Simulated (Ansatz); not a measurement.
FePt (CuAu type, space group P4/mmm)

```xyz
2
Lattice="2.7301 0.0000 0.0000 0.0000 2.7301 0.0000 0.0000 0.0000 3.7639" Properties=species:S:1:pos:R:3 pbc="T T T"
Fe     1.3650     1.3650     1.8819
Pt     0.0000     0.0000     0.0000
```

E(V) scan at fixed shape, V₀ the volume above. Symmetry pins the atoms to their sites.

Method: PBE (plane waves to 420 eV, PAW, scalar-relativistic; Ansatz, a quantum-chemistry and plane-wave program). k mesh 17×17×12 (Γ-centred), Fermi-Dirac smearing 0.05 eV. Energies are smeared free energies. With the shape held, the modulus is that of even scaling; a crystal free to change shape is softer. FePt was relaxed with its symmetry unable to fall. Relaxed FePt ends ferromagnetic. Spin-orbit coupling is left out, though Pt is heavy. Other magnetic orders were not checked, so this need not be the ground state. ΔE is measured from the relaxed starting cell.

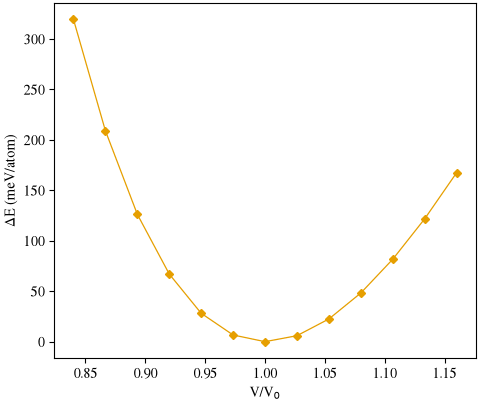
ΔE (meV/atom) against V/V₀; one marker a computed point.

**Question.** What is ΔE at V/V₀ = 1.160?

**Answer.** About 170 meV/atom.

**Question.** What is ΔE at V/V₀ = 0.840?

**Answer.** About 320 meV/atom.

**Question.** What bulk modulus at fixed cell shape B₀ follows from a third-order Birch-Murnaghan fit?

**Answer.** About 200 GPa.

(Under strain, the slope of the energy per volume gives the stress and its curvature an elastic modulus.)
